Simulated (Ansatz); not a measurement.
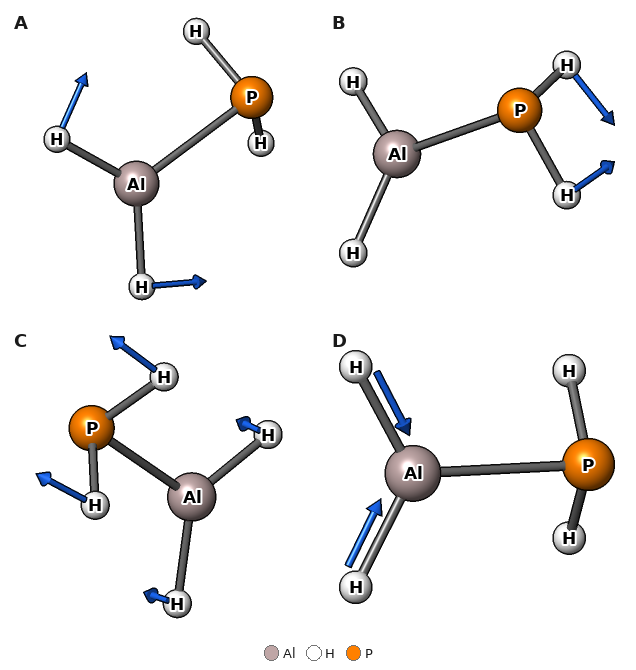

4 normal modes of one molecule or complex, as arrows. Harmonic vibrations computed with RKS PBE0-D4/def2-TZVP (Ansatz 0.2.0) at a stationary point of the same level.

### Match the panels to the wavenumbers 408 cm⁻¹, 774 cm⁻¹, 1086 cm⁻¹, 1920 cm⁻¹.

A: 774 cm⁻¹, angle bending
B: 1086 cm⁻¹, H–P–H bending
C: 408 cm⁻¹, Al–P–H bending
D: 1920 cm⁻¹, in-phase stretching of 2 Al–H bonds
